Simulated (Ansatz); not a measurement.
## Redistribution: C2H8O2Si2 + Si(CH3)(OH)2(SiH3) → C2H10OSi3 + Si(CH3)(OH)3

Species: C2H8O2Si2 `C=C[Si](O)(O)[SiH3]`, singlet; Si(CH3)(OH)2(SiH3), singlet; C2H10OSi3 `C=C[Si](O)([SiH3])[SiH3]`, singlet; Si(CH3)(OH)3, singlet. The partners trade OH for SiH3; both sit on Si, so the bond types are kept.

Shapes, held fixed at every level: PBE0-D4/def2-TZVP. Flexible molecules stand in one conformer, not always the lowest. Programs: Ansatz 0.2.0. Electronic energies: no zero-point or thermal term.

```json
{"level": "PBE-D4/def2-TZVPP", "kind": "GGA", "ΔE (kJ/mol)": "-23.5", "less CCSD(T)/CBS estimate": "+0.5"}
{"level": "PBE0-D4/def2-TZVPP", "kind": "global hybrid", "ΔE (kJ/mol)": "-25.7", "less CCSD(T)/CBS estimate": "-1.7"}
{"level": "B2PLYP/def2-TZVPP", "kind": "double hybrid", "ΔE (kJ/mol)": "-22.4", "less CCSD(T)/CBS estimate": "+1.6"}
{"level": "MP2/def2-TZVPP", "kind": "perturbation theory", "ΔE (kJ/mol)": "-25.6", "less CCSD(T)/CBS estimate": "-1.6"}
{"level": "CCSD(T)/def2-TZVPP", "kind": "coupled cluster or CI", "ΔE (kJ/mol)": "-24.6", "less CCSD(T)/CBS estimate": "-0.6"}
{"level": "CCSD/def2-TZVPP", "kind": "coupled cluster or CI", "ΔE (kJ/mol)": "-24.3", "less CCSD(T)/CBS estimate": "-0.3"}
{"level": "CCSD(T)/CBS estimate", "kind": "coupled cluster or CI", "ΔE (kJ/mol)": "-24.0", "less CCSD(T)/CBS estimate": "0.0"}
```

The highest level, CCSD(T)/CBS estimate, gives ΔE = -24.0 kJ/mol; the levels span -25.7 to -22.4. The column of differences is taken from that level and isn't an error. No measured value is set beside it here. The CBS estimate extrapolates MP2 from def2-TZVPP and def2-QZVPP and adds CCSD(T) − MP2 in the triple-zeta set, cores frozen.

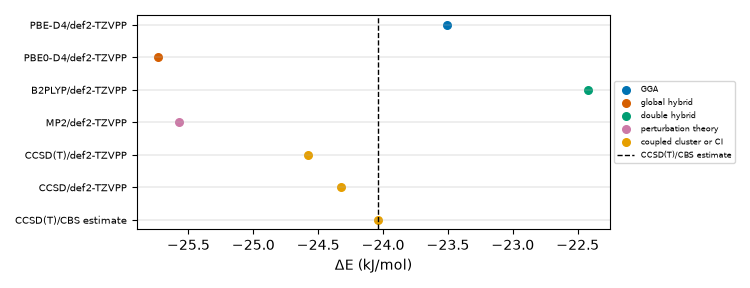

The values of the table, level by level.
